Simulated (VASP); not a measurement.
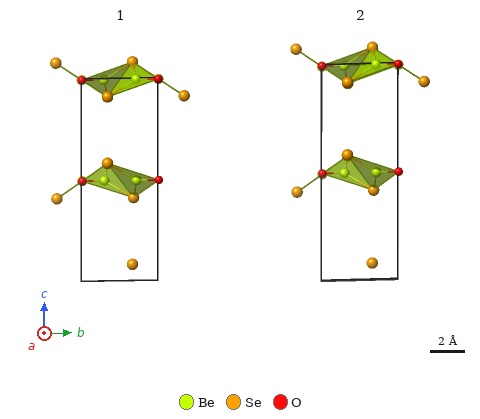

Two geometries of a crystal of Be$_{3}$Se$_{2}$O (a generated structure, set up in P1), drawn at one scale. One is the start of a relaxation, the other its converged end. Style: polyhedral. Shown: the cell of the calculation, along the a axis.

These are results of Kohn-Sham DFT of a periodic cell, PBE, VASP PAW PBE potentials, recommended (VASP), not measurements. Settings: plane-wave cutoff 520 eV; k-point mesh 5 × 5 × 2; occupations gaussian; smearing width 0.03 eV; no spin polarisation.

Which geometry has the lower energy?

Answer. Structure 2 is the relaxed one. The run lets cell and atoms move. The energy falls by 22.6 meV per cell of the calculation in 26 geometry steps. The largest force component goes from 0.023 to 0.0087 eV/Å. Pressure: 0.18 GPa at the start and −0.01 GPa at the end. The atom that moves furthest relative to the cell is a Se atom (0.058 Å along [−1 0 −1]). By element the largest moves are Se 0.058 Å, O 0.006 Å, Be 0.005 Å. Cell: a 5.319 → 5.308 Å (−0.2 %), b 5.319 → 5.307 Å (−0.2 %), c 12.212 → 13.018 Å (+6.6 %), α 86.8° → 86.1°, β 85.2° → 84.2°. Volume +5.9 %. The space group stays P1 (No. 1).

Limits of the set-up: layers or molecules are held without a dispersion correction, so their spacing is unreliable.
